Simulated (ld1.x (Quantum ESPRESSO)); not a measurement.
# A TM potential for Cu, from input to tests

Do these settings give a usable potential? It is generated, then checked for transferability, scattering, ghosts and hardness.

Method: ld1.x (Quantum ESPRESSO) 7.5, PBE, scalar-relativistic.

### 1 Settings

The settings as typed:

* element: copper (Cu, Z = 29)
* type: norm-conserving Troullier–Martins (Kleinman–Bylander form)
* frozen core: [Ar]
* valence charge: 11
* reference configuration: 3d10 4s1 4p0
* partial waves: 4s (bound): rc 1.70 bohr; 4p (bound, empty): rc 4.10 bohr; 3d (bound): rc 0.70 bohr
* local potential: the d channel
* core correction: Bessel-smoothed model core inside 0.60 bohr

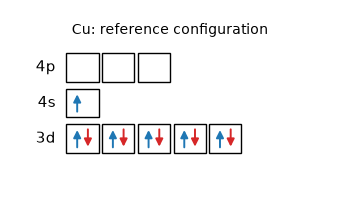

The outer shells as boxes. The arrows follow Hund's rule for the drawing; the calculation itself is spin-unpolarised.

### 2 Generation

Cu.in reads:

```
 &input
   title='Cu', zed=29., rel=1, dft='PBE', iswitch=3,
   config='[Ar] 3d10 4s1 4p0',
   nld=3, rlderiv=4.45, eminld=-2.0, emaxld=5.0, deld=0.02
 /
 &inputp
   pseudotype=2, tm=.true., lloc=2,
   nlcc=.true., new_core_ps=.true., rcore=0.60,
   file_pseudopw='Cu.UPF', file_wfcaegen='ae.wfc', file_wfcncgen='nc.wfc', file_beta='beta', file_chi='chi'
 /
3
4S  1  0   1.00   0.00  1.70  1.70  0.0
4P  2  1   0.00   0.00  4.10  4.10  0.0
3D  3  2  10.00   0.00  0.70  0.70  0.0
 &test
   configts(1)='3d10 4s1 4p0'
 /
```

Launch:

```bash
$ ld1.x < Cu.in > Cu.out
```

What the program wrote to Cu.out (without the banner and most projector matrices):

```text
     Program LD1 v.7.5
     --------------------------- All-electron run ----------------------------

     Cu
     scalar relativistic calculation

     atomic number is 29.00
     dft =PBE   lsd =0 sic =0 latt =0  beta=0.20 tr2=1.0E-14
     Exchange-correlation= PBE
                           (   1   4   3   4   0   0   0)
     mesh =1199 r(mesh) = 100.25372 a.u. xmin = -7.00 dx = 0.01250
     1 Ry =  13.60569312 eV, c = 137.03599908

     n l     nl                  e(Ry)          e(Ha)          e(eV)
     1 0     1S 1( 2.00)      -650.5489      -325.2745     -8851.1694
     2 0     2S 1( 2.00)       -78.0904       -39.0452     -1062.4738
     2 1     2P 1( 6.00)       -67.3965       -33.6983      -916.9763
     3 0     3S 1( 2.00)        -8.4305        -4.2153      -114.7030
     3 1     3P 1( 6.00)        -5.3024        -2.6512       -72.1430
     3 2     3D 1(10.00)        -0.3703        -0.1851        -5.0378
     4 0     4S 1( 1.00)        -0.3388        -0.1694        -4.6093
     4 1     4P 1( 0.00)        -0.0512        -0.0256        -0.6967

     final scf error:  5.3E-15 reached in  32 iterations

     Etot =   -3309.701531 Ry,   -1654.850765 Ha,  -45030.783357 eV

     Ekin =    3358.932341 Ry,    1679.466170 Ha,   45700.602648 eV
     Encl =   -7969.314771 Ry,   -3984.657386 Ha, -108428.051175 eV
     Eh   =    1435.751702 Ry,     717.875851 Ha,   19534.397054 eV
     Exc  =    -135.070802 Ry,     -67.535401 Ha,   -1837.731883 eV

     normalization and overlap integrals

     s(1S/1S) =  1.000000  <r> =   0.0521  <r2> =    0.0037  r(max) =   0.0341
     s(2S/2S) =  1.000000  <r> =   0.2352  <r2> =    0.0653  r(max) =   0.1960
     s(2P/2P) =  1.000000  <r> =   0.2064  <r2> =    0.0523  r(max) =   0.1585
     s(3S/3S) =  1.000000  <r> =   0.7119  <r2> =    0.5863  r(max) =   0.6112
     s(3P/3P) =  1.000000  <r> =   0.7494  <r2> =    0.6650  r(max) =   0.6189
     s(3D/3D) =  1.000000  <r> =   1.0474  <r2> =    1.5756  r(max) =   0.6036
     s(4S/4S) =  1.000000  <r> =   2.9362  <r2> =   10.2155  r(max) =   2.2710
     s(4P/4P) =  1.000000  <r> =   5.1791  <r2> =   33.4210  r(max) =   3.6517

     ------------------------ End of All-electron run ------------------------

     --------------------- Generating NC pseudopotential ---------------------

      Generating local pot.: lloc=2, matching radius rcloc =   0.7000

      Computing core charge for nlcc:

       r > 0.60 : true rho core
      Core charge pseudized with two Bessel functions
      Integrated core pseudo-charge :   9.08

      Wfc   4S  rcut= 1.704  Using Troullier-Martins method

      Wfc   4P  rcut= 4.087  Using Troullier-Martins method

     ------------------- End of pseudopotential generation -------------------

     [... the all-electron block is printed once more ...]


     Computing logarithmic derivative in   4.43254
     Computing logarithmic derivative in   4.43254
     Computing the partial wave expansion
     R is outside the sphere for l=    0 j= 0.00
     R is outside the sphere for l=    1 j= 0.00
       no projector for channel:   2

     ---------------------- Testing the pseudopotential ----------------------

     Cu
     scalar relativistic calculation

     atomic number is 29.00   valence charge is 11.00
     dft =PBE   lsd =0 sic =0 latt =0  beta=0.20 tr2=1.0E-14
     mesh =1199 r(mesh) = 100.25372 xmin = -7.00 dx = 0.01250

     n l     nl             e AE (Ry)        e PS (Ry)    De AE-PS (Ry)
     3 2     3D   1(10.00)       -0.37027       -0.37011       -0.00016
     1 0     4S   1( 1.00)       -0.33878       -0.33878       -0.00000
     2 1     4P   1( 0.00)       -0.05121       -0.05121        0.00000

     eps = 1.7E-15  iter = 16

     Etot =   -3309.701531 Ry,   -1654.850765 Ha,  -45030.783357 eV
     Etotps =  -120.442340 Ry,     -60.221170 Ha,   -1638.701511 eV

     Ekin =     177.454057 Ry,      88.727029 Ha,    2414.385448 eV
     Encl =    -356.721364 Ry,    -178.360682 Ha,   -4853.441411 eV
     Ehrt =     100.215041 Ry,      50.107521 Ha,    1363.495099 eV
     Ecxc =     -41.830195 Ry,     -20.915098 Ha,    -569.128802 eV
     (Ecc =     -18.546944 Ry,      -9.273472 Ha,    -252.344028 eV)
     Epseu=       0.440121 Ry,       0.220061 Ha,       5.988156 eV

     ---------------------- End of pseudopotential test ----------------------
```

Run time: 2.1 s. Hardware: 1 thread of Neoverse-N1, shared host. (Generation and the later configuration tests together.)

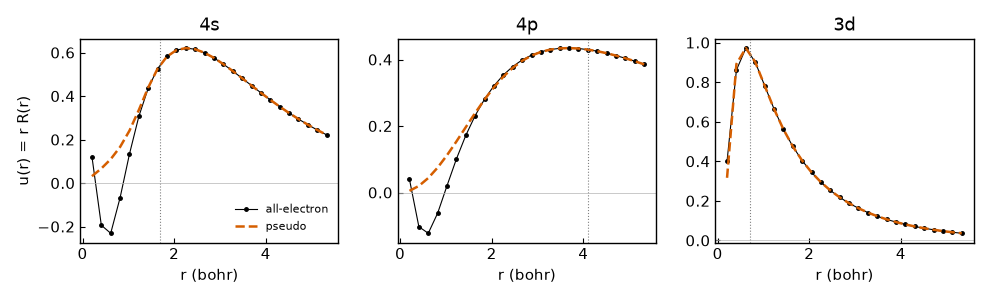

All-electron and pseudo partial waves (4s, 4p, 3d), with the matching radii dotted. The curves join 26 sampled radii, too few to resolve the innermost nodes.

### 3 Testing the new file in other configurations

Cu.test.in reads:

```
 &input
   title='Cu', zed=29., rel=1, dft='PBE', iswitch=2,
   config='[Ar] 3d10 4s1 4p0'
 /
 &test
   file_pseudo='Cu.UPF', nconf=8,
   configts(1)='3d10 4s1 4p0',
   configts(2)='3d10 4s0 4p0',
   configts(3)='3d9 4s0 4p0',
   configts(4)='3d8 4s0 4p0',
   configts(5)='3d10 4s0.5 4p0',
   configts(6)='3d9 4s1 4p1',
   configts(7)='3d9 4s2 4p0',
   configts(8)='3d10 4s0 4p1'
 /
```

Launch:

```bash
$ ld1.x < Cu.test.in > Cu.test.out
```

Cu.test.out, the pseudopotential blocks, each with the warnings that came before it:

```text
     ---------------------- Testing the pseudopotential ----------------------

     Cu
     scalar relativistic calculation

     atomic number is 29.00   valence charge is 11.00
     dft =PBE   lsd =0 sic =0 latt =0  beta=0.20 tr2=1.0E-14
     mesh =1199 r(mesh) = 100.25372 xmin = -7.00 dx = 0.01250

     n l     nl             e AE (Ry)        e PS (Ry)    De AE-PS (Ry)
     3 2     3D   1(10.00)       -0.37027       -0.37011       -0.00016
     1 0     4S   1( 1.00)       -0.33878       -0.33878       -0.00000
     2 1     4P   1( 0.00)       -0.05121       -0.05121        0.00000

     eps = 1.4E-15  iter = 15

     Etot =   -3309.701531 Ry,   -1654.850765 Ha,  -45030.783357 eV
     Etotps =  -120.442339 Ry,     -60.221170 Ha,   -1638.701507 eV

     Ekin =     177.454058 Ry,      88.727029 Ha,    2414.385461 eV
     Encl =    -356.721365 Ry,    -178.360682 Ha,   -4853.441419 eV
     Ehrt =     100.215041 Ry,      50.107521 Ha,    1363.495098 eV
     Ecxc =     -41.830195 Ry,     -20.915098 Ha,    -569.128802 eV
     (Ecc =     -18.546944 Ry,      -9.273472 Ha,    -252.344028 eV)
     Epseu=       0.440121 Ry,       0.220061 Ha,       5.988155 eV

     ---------------------- End of pseudopotential test ----------------------

     Warning: n=1, l=0 expected 0 nodes, found 1
     ---------------------- Testing the pseudopotential ----------------------

     Cu
     [...]
     n l     nl             e AE (Ry)        e PS (Ry)    De AE-PS (Ry)
     3 2     3D   1(10.00)       -1.00387       -1.00128       -0.00259
     1 0     4S   1( 0.00)       -0.87409       -0.91564        0.04155  !
     2 1     4P   1( 0.00)       -0.48142       -0.48452        0.00310

     eps = 6.3E-15  iter = 11

     Etot =   -3309.102669 Ry,   -1654.551334 Ha,  -45022.635421 eV
     Etotps =  -119.842239 Ry,     -59.921120 Ha,   -1630.536732 eV
     dEtot_ae =       0.598862 Ry
     dEtot_ps =       0.600100 Ry,   Delta E=      -0.001238 Ry

     [...]
     ---------------------- End of pseudopotential test ----------------------

     Warning: n=2, l=1 expected 0 nodes, found 1
     ---------------------- Testing the pseudopotential ----------------------

     Cu
     [...]
     n l     nl             e AE (Ry)        e PS (Ry)    De AE-PS (Ry)
     3 2     3D   1( 9.00)       -2.17762       -2.18634        0.00872  !
     1 0     4S   1( 0.00)       -1.64243       -1.64243        0.00000
     2 1     4P   1( 0.00)       -1.12816       -1.12816        0.00000

     eps = 1.3E-15  iter = 17

     Etot =   -3307.534761 Ry,   -1653.767381 Ha,  -45001.302955 eV
     Etotps =  -118.273028 Ry,     -59.136514 Ha,   -1609.186521 eV
     dEtot_ae =       2.166770 Ry
     dEtot_ps =       2.169311 Ry,   Delta E=      -0.002542 Ry

     [...]
     ---------------------- End of pseudopotential test ----------------------

     ---------------------- Testing the pseudopotential ----------------------

     Cu
     [...]
     n l     nl             e AE (Ry)        e PS (Ry)    De AE-PS (Ry)
     3 2     3D   1( 8.00)       -3.59499       -3.64386        0.04887  !
     1 0     4S   1( 0.00)       -2.53770       -2.53770        0.00000
     2 1     4P   1( 0.00)       -1.91536       -1.91536        0.00000

     eps = 7.5E-16  iter = 12

     Etot =   -3304.666857 Ry,   -1652.333428 Ha,  -44962.283127 eV
     Etotps =  -115.378995 Ry,     -57.689497 Ha,   -1569.811199 eV
     dEtot_ae =       5.034674 Ry
     dEtot_ps =       5.063344 Ry,   Delta E=      -0.028670 Ry

     [...]
     ---------------------- End of pseudopotential test ----------------------

     ---------------------- Testing the pseudopotential ----------------------

     Cu
     [...]
     n l     nl             e AE (Ry)        e PS (Ry)    De AE-PS (Ry)
     3 2     3D   1(10.00)       -0.67108       -0.66898       -0.00211
     1 0     4S   1( 0.50)       -0.59517       -0.59609        0.00092
     2 1     4P   1( 0.00)       -0.25132       -0.25202        0.00070

     eps = 3.6E-15  iter = 16

     Etot =   -3309.469123 Ry,   -1654.734561 Ha,  -45027.621283 eV
     Etotps =  -120.209716 Ry,     -60.104858 Ha,   -1635.536505 eV
     dEtot_ae =       0.232408 Ry
     dEtot_ps =       0.232623 Ry,   Delta E=      -0.000215 Ry

     [...]
     ---------------------- End of pseudopotential test ----------------------

     BEWARE! Errors in PS-KS equations
     ---------------------- Testing the pseudopotential ----------------------

     Cu
     [...]
     n l     nl             e AE (Ry)        e PS (Ry)    De AE-PS (Ry)
     3 2     3D   1( 9.00)       -0.85163       -2.18634        1.33471  !
     1 0     4S   1( 1.00)       -0.52491       -0.52491        0.00000
     2 1     4P   1( 1.00)       -0.15499       -0.15499        0.00000

     eps = 9.1E-15  iter = 28

     Etot =   -3309.200967 Ry,   -1654.600483 Ha,  -45023.972836 eV
     Etotps =  -118.952926 Ry,     -59.476463 Ha,   -1618.437014 eV
     dEtot_ae =       0.500564 Ry
     dEtot_ps =       1.489413 Ry,   Delta E=      -0.988849 Ry

     [...]
     ---------------------- End of pseudopotential test ----------------------

     BEWARE! Errors in PS-KS equations
     Warning: n=3, l=2 expected 0 nodes, found 1
     ---------------------- Testing the pseudopotential ----------------------

     Cu
     [...]
     n l     nl             e AE (Ry)        e PS (Ry)    De AE-PS (Ry)
     3 2     3D   1( 9.00)       -0.69958       -2.18634        1.48675  !
     1 0     4S   1( 2.00)       -0.42717       -0.42717        0.00000
     2 1     4P   1( 0.00)       -0.08609       -0.08609        0.00000

     eps = 8.6E-15  iter = 20

     Etot =   -3309.556741 Ry,   -1654.778371 Ha,  -45028.813395 eV
     Etotps =  -119.127361 Ry,     -59.563680 Ha,   -1620.810316 eV
     dEtot_ae =       0.144790 Ry
     dEtot_ps =       1.314978 Ry,   Delta E=      -1.170189 Ry

     [...]
     ---------------------- End of pseudopotential test ----------------------

     ---------------------- Testing the pseudopotential ----------------------

     Cu
     [...]
     n l     nl             e AE (Ry)        e PS (Ry)    De AE-PS (Ry)
     3 2     3D   1(10.00)       -0.52571       -0.52238       -0.00333
     1 0     4S   1( 0.00)       -0.44612       -0.44635        0.00022
     2 1     4P   1( 1.00)       -0.12603       -0.12616        0.00012

     eps = 2.8E-15  iter = 18

     Etot =   -3309.397502 Ry,   -1654.698751 Ha,  -45026.646835 eV
     Etotps =  -120.138192 Ry,     -60.069096 Ha,   -1634.563370 eV
     dEtot_ae =       0.304029 Ry
     dEtot_ps =       0.304147 Ry,   Delta E=      -0.000119 Ry

     [...]
     ---------------------- End of pseudopotential test ----------------------
```

2 tests gave no usable energy difference (3d9 4s1 4p1; 3d9 4s2 4p0).

Excitation and ionisation energies from 3d10 4s1 4p0, with the error of the potential. A star marks tests that logged a warning.

| valence configuration | charge | ΔE all-electron (eV) | error AE − PS (meV) |
| --- | --- | --- | --- |
| 3d10 4s0 4p0 * | +1 | 8.148 | -17 |
| 3d9 4s0 4p0 * | +2 | 29.480 | -35 |
| 3d8 4s0 4p0 | +3 | 68.500 | -390 |
| 3d10 4s0.5 4p0 | +0.5 | 3.162 | -2.9 |
| 3d10 4s0 4p1 | 0 | 4.137 | -1.6 |

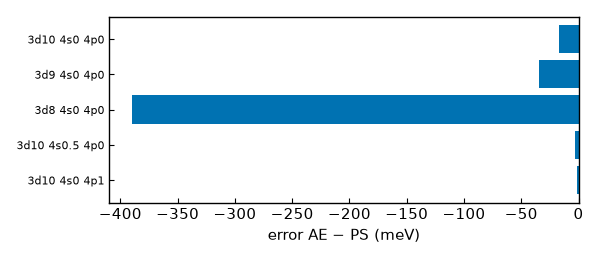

Error of the potential in each test configuration.

### 4 Does it scatter like the atom?

Taken from the files of the generation run. The phase is arctan(r·u′/u) with u = r·R, unwrapped, with energies in Ry. A pole is an energy at which the radial function vanishes at the test radius. The pseudo phase is shifted by a multiple of π to meet the all-electron one at the reference energy. Levels narrower than the energy grid can be missing from the poles. The last column is the largest difference on the grid between −1 and +1 Ry.

| channel | radius (bohr) | reference (Ry) | poles AE | poles PS | window around the reference with phases within 0.05 rad (Ry) | largest difference near zero (rad) |
| --- | --- | --- | --- | --- | --- | --- |
| s | 4.43 | -0.34 | -0.18, 1.95 | -0.18, 0.07, 2.04 | below 0.0 | 3.103 |
| p | 4.43 | -0.05 | 0.34, 2.54 | 0.34, 2.23, 4.47 | below 1.0 | 0.028 |
| d | 4.43 | -0.37 | -0.37, 1.24, 3.69 | -0.37, 1.24, 3.69 | the whole range | 0.000 |

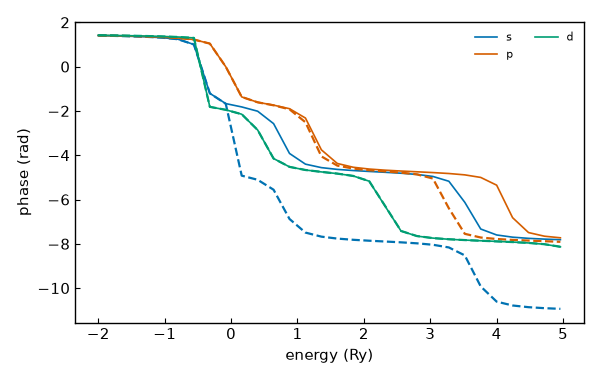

All-electron (solid) and pseudo (dashed) phases against energy.

### 5 Cutoff and ghost test in a Bessel basis

A separate test, outside the generator: the pseudo-atom's Hamiltonian at the reference potential is diagonalised in spherical Bessel functions j_l(qr) that vanish at 20 bohr, with q² up to the cutoff.

All-electron valence levels (Ry): 4s -0.3388, 4p -0.0512, 3d -0.3703. The lowest levels of each channel (Ry) by cutoff; the last column sums, over occupied levels, occupation times the distance from the level at 400 Ry. A positive value at high cutoff is not a bound level.

| cutoff (Ry) | s #1 | s #2 | p #1 | p #2 | d #1 | f #1 | Σ f·Δε (mRy) |
| --- | --- | --- | --- | --- | --- | --- | --- |
| 8 | -1.4693 | -0.3310 | -0.0511 | 0.0556 | 0.0630 | 0.1122 | 4336.0 |
| 25 | -21.9934 | -0.3379 | -0.3819 | -0.0511 | 0.0628 | 0.1122 | 4327.2 |
| 50 | -39.7601 | -0.3387 | -7.2900 | -0.0511 | 0.0626 | 0.1122 | 4323.9 |
| 100 | -51.4163 | -0.3388 | -17.0819 | -0.0511 | 0.0614 | 0.1122 | 4312.6 |
| 180 | -54.9836 | -0.3388 | -22.1040 | -0.0511 | -0.1520 | 0.1122 | 2178.5 |
| 400 | -55.2645 | -0.3388 | -23.0531 | -0.0511 | -0.3698 | 0.1122 | 0.0 |

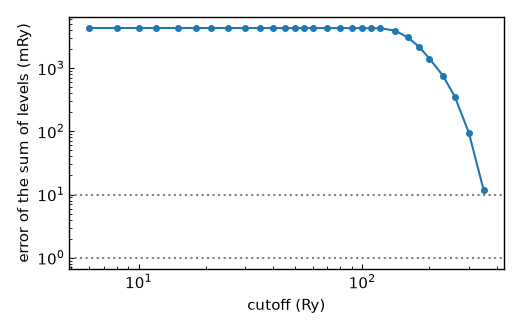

Occupation-weighted error of the valence levels against the cutoff; the dotted lines mark 10 and 1 mRy.

The sum stays within 10 mRy only somewhere over 300 Ry and within 1 mRy only somewhere over 300 Ry. The sum leaves out empty levels, which can need more. Ghost test: ghost states, bound below the all-electron valence or empty levels of the same l: s at -751.9 eV, p at -313.7 eV.

### 6 Results

```
                                                quantity                                         value
               cutoffs for 10 and 1 mRy, occupied levels                   over 300 Ry and over 300 Ry
                                            bound ghosts              s at -751.91 eV, p at -313.65 eV
                            largest test error (AE − PS)  -390 meV, for 3d8 4s0 4p0 (2 tests unsolved)
largest phase difference near zero energy, channels read                                     3.103 rad
```

A bound ghost (s, p) makes it unfit for use: electrons can fall into a state that the atom doesn't have. The worst unpolarised test, 3d8 4s0 4p0, is off by 390 meV on 68.5 eV; by total energies transferability rates as poor. That test lies far up in energy; among those under 40 eV, nearer to bonding, the largest error is 35 meV. Of the tests 2 gave no usable energy difference, which is a warning in itself. It counts as very hard, with over 300 Ry needed at the looser tolerance. The slowest occupied level is 3d: taken alone it needs over 300 Ry to come within 1 mRy, against 25 Ry for 4s. Near zero energy the largest phase difference among the channels read is 3.10 rad, in the s channel. A step near π is an extra or missing state, not a misfit of shape.
